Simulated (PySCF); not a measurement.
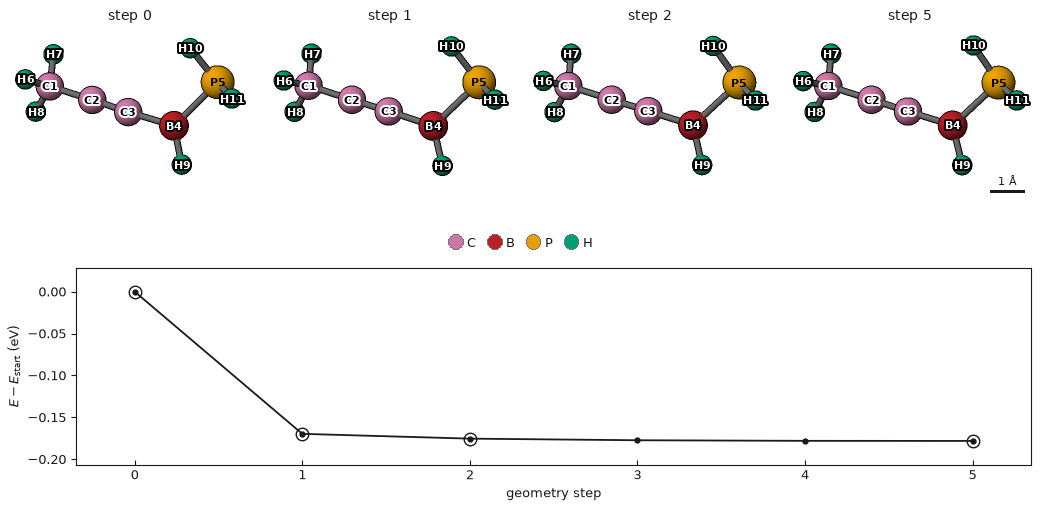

Frames of a relaxation of C3H6BP, marked on the history of the run. A ball-and-stick model, seen from a free direction.

The start comes from GFN2-xTB. Its atoms were then displaced at random by about 0.01 Å.

Theory: PBE0-D3(BJ)/def2-SVP geometry optimisation, gas phase in PySCF 2.14.0, density-fitted response routines. 

### Describe the path.

Over 5 geometry steps the energy falls by 0.178 eV. The largest move after the best rigid fit is that of H11, 0.15 Å. Largest moves by element: H 0.15 Å, C 0.06 Å, P 0.05 Å, B 0.05 Å. Near-neighbour distances that change, for instance: B4–H9 1.170 → 1.209 Å, C1–C2 1.411 → 1.448 Å, B4–P5 1.851 → 1.886 Å, C3–B4 1.537 → 1.504 Å. Among the angles between lasting bonds that change: H10–P5–H11 94.3° → 99.2°, P5–B4–H9 121.4° → 117.2°, B4–P5–H11 98.3° → 101.5°. Cost: 20 s on 1 thread of Arm Neoverse V1, with other jobs on the host. From step 0 to 1: H11 moves most (0.11 Å), energy −0.170 eV. From step 1 to 2: H10 moves most (0.06 Å), energy −0.006 eV. From step 2 to 5: H11 moves most (0.05 Å), energy −0.003 eV.

| step | E − E(0), eV |
| --- | --- |
| 0 | 0.0000 |
| 1 | -0.1697 |
| 2 | -0.1754 |
| 3 | -0.1773 |
| 4 | -0.1780 |
| 5 | -0.1782 |
